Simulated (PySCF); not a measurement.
```xyz
10

In    0.0251    0.0056    0.0019
N     1.9481    0.5689    0.0556
C     3.0852    0.1582    0.0602
O     4.2047   -0.1684    0.0671
N    -1.4332    1.3788   -0.0294
C    -1.6954    2.5584   -0.0257
O    -2.0196    3.6790   -0.0243
N    -0.4565   -1.9391   -0.0150
C    -1.3565   -2.7447   -0.0346
O    -2.1772   -3.5735   -0.0515
```

Geometry: PBE0-D3(BJ)/def2-SVP; core potentials replace the inner electrons of In.

Computed with PySCF 2.14.0, CAM-B3LYP/def2-SVPD, SCF density, gas phase, scalar-relativistic core potentials on the heavy atoms.

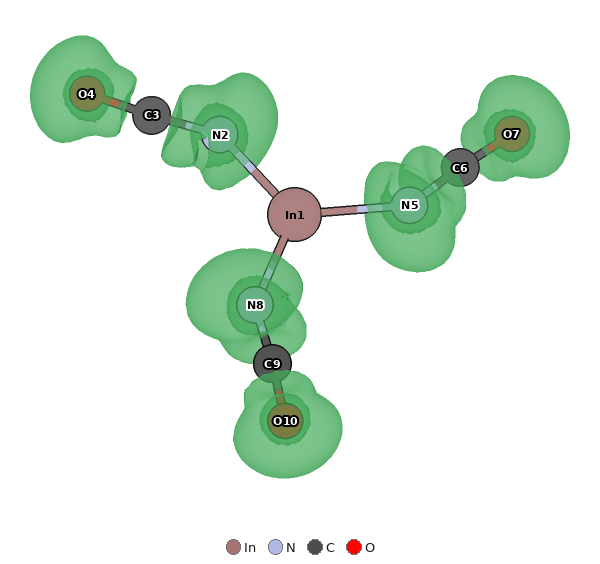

C₃InN₃O₃ (In(NCO)3). Isosurface of the ELF at 0.75 (green), seen at a tilt. Only the valence region is drawn (cores and ρ < 0.01 e/Å³ removed).

Q: What do the ELF domains correspond to?

A: The surface consists of three regions on N in which the atom's valence shell and bonds are merged and three regions on O in which the atom's valence shell and bonds are merged. Along the contacts the grid gives the following. C–O (1.17 Å): the ELF peaks at about 0.85 between the atoms; a short, multiple covalent bond. C–N (1.21 Å): the ELF peaks at about 0.85 between the atoms (a short, multiple covalent bond).
